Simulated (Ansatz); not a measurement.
Base system: BeTe in the zinc blende structure (space group F-43m, No. 216; a = 5.664 Å).

Perturbation: a hydrostatic pressure of 9 GPa.

Computed with Ansatz (an electronic-structure program), PBE, PAW, cutoff 420 eV, no spin-orbit coupling.

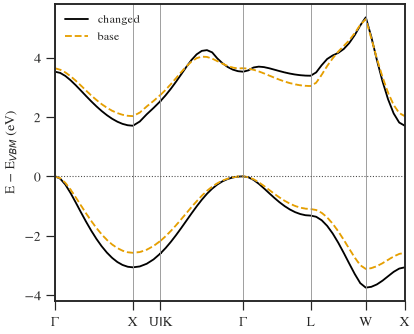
Figure. Highest valence and lowest conduction band along the path, each from its own valence-band maximum

Problem. From the figure, how large is the changed gap, and is it direct?

Solution. About 1.7 eV, indirect, Γ → X.

With Te present, leaving out spin-orbit coupling can change the band edges. Load acts through the strain it causes; cell and atoms are relaxed under it. No phonon test of stability was made. Competing high-pressure phases were not computed.
